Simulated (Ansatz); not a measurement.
**A correction line for B3LYP-D4/def2-TZVPP: dipole moment**

The dipole moment in D of 6 O-containing molecules: x at B3LYP-D4/def2-TZVPP, y as measured (NIST CCCBDB). Shapes, held fixed at every level: PBE0-D4/def2-TZVP. Programs: Ansatz 0.2.0.

| molecule | x (D) | y (D) |
| --- | --- | --- |
| SO2F2 (sulfuryl fluoride) | 1.13 | 1.12 |
| NOF (nitrosyl fluoride) | 1.39 | 1.81 |
| H2O (water) | 1.94 | 1.85 |
| HOF (hypofluorous acid) | 1.96 | ? |
| H2CO (formaldehyde) | 2.31 | 2.33 |
| C2H3ClO (acetyl chloride) | 2.78 | 2.72 |

**Question.** Fit y = c + s·x to the known rows and predict y for HOF.

**Answer.** 
1. Means of the 5 rows: x = 1.9100, y = 1.966.
2. Σ(Δx)² = 1.7966, Σ(Δx·Δy) = 1.5391, so the slope is 1.5391/1.7966 = 0.85667.
3. Intercept: 1.966 − (0.85667) × 1.9100 = 0.330. The largest residual of the fit is 0.29.
4. HOF: 0.330 + 0.85667 × 1.96 = 2.01 D.

The measured value is 2.23 D, so the prediction is off by -0.22 D, within the largest residual. Uncorrected, B3LYP-D4/def2-TZVPP misses HOF by -0.27 D, and the other rows by 0.12 on average. With references in doubt, neither the misses nor the line can be laid on the level alone. Left out in turn, the other rows are missed by 0.21 D on average, worse than no correction. The tabulated values of NOF, HOF are in doubt (older tables, estimates, or at odds with other calculations) and kept here.

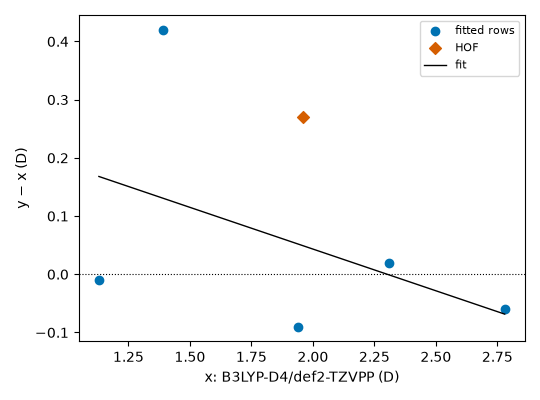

The correction y − x against x, with the fitted line and the withheld molecule.
